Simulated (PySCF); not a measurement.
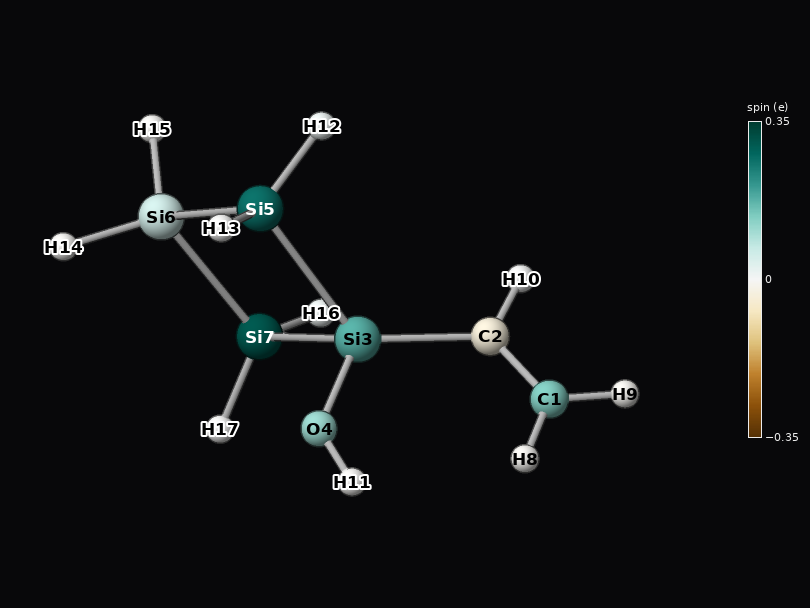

Atoms are coloured by their Mulliken spin populations. State: charge +1, doublet. The computed structure is the end point of a GFN2-xTB optimisation. No frequency run is at hand to confirm it as a minimum. Method: UKS B3LYP, pcH-1 on C H O Si, non-relativistic (PySCF 2.14.0).

### Which atom carries the largest spin population?

Si7 (0.30 e).

### Which atom has the lowest spin population?

C2 (−0.04 e); a negative value comes from spin polarisation.

Give the Mulliken spin populations atom by atom.

```tsv
atom	value (e)
C1	0.13
C2	−0.04
Si3	0.18
O4	0.11
Si5	0.26
Si6	0.05
Si7	0.30
H8	−0.01
H9	−0.01
H10	0.00
H11	0.00
H12	0.01
H13	0.00
H14	0.00
H15	0.00
H16	0.01
H17	0.00
```

Mulliken values depend strongly on the basis set. The geometry is semi-empirical. Around Si such bond lengths and angles can be off by a tenth of an ångström or more and by several degrees, and values that hang on the shape move with them.
